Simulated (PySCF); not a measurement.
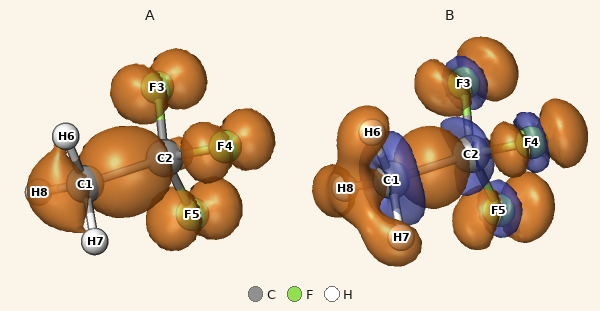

Figure 1: C2H3F3, SMILES `CC(F)(F)F`. The Fukui function f⁻ from two separate SCF calculations and the density of the HOMO, at ±0.04 e/Å³ (orange positive, blue negative).

Computed with PySCF, ωB97X/def2-TZVP, geometry: GFN2-xTB. No frequency check shows the geometry to be a minimum.

Geometry (Å), atoms numbered from 1:

```
C1      -1.4872    0.0030    0.0011
C2       0.0203    0.0000    0.0001
F3       0.5320    0.5977   -1.0872
F4       0.5337    0.6409    1.0616
F5       0.5262   -1.2427    0.0246
H6      -1.8384    1.0332   -0.0178
H7      -1.8432   -0.4919    0.8987
H8      -1.8435   -0.5231   -0.8803
```

> Which panel is which, and how good is the frozen-orbital picture?

B is f⁻ (it has negative regions), A the HOMO density. The HOMO lies on C1 (24 %), F3, F4 and F5 (17 % each) and C2 (17 %); f⁻ (Hirshfeld-condensed) is largest on F3, F4 and F5 (0.17 each), C1 (0.15) and C2 (0.11); the vertical ionisation energy is 13.68 eV (the stability of the cation's solution wasn't checked). Relaxation shifts 15 % of the electron between atoms. The orbital energy is −13.45 eV.
